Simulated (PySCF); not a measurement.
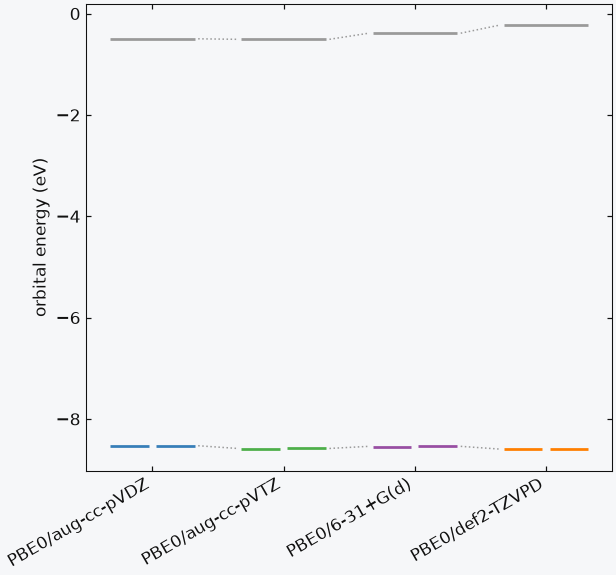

Frontier orbital energies of BPH₆ (borane phosphine), SMILES [BH3-][PH3+] at one geometry, PySCF, at a PBE0-D3(BJ)/def2-SVP geometry (no frequency check). Empty levels are grey, levels within 0.1 eV stand side by side; all columns show the same few orbitals around the gap. Dotted lines join the HOMOs and the LUMOs.

Question: Compare the HOMO-LUMO separations.

Answer: The separation grows from 8.03 eV (PBE0/aug-cc-pVDZ) to 8.37 eV (PBE0/def2-TZVPD).

```tsv
level	HOMO (eV)	LUMO (eV)	separation (eV)
PBE0/aug-cc-pVDZ	−8.53	−0.50	8.03
PBE0/aug-cc-pVTZ	−8.58	−0.51	8.07
PBE0/6-31+G(d)	−8.54	−0.39	8.15
PBE0/def2-TZVPD	−8.60	−0.23	8.37
```

Caveats, for all or some of the runs: empty levels above zero depend strongly on the basis.
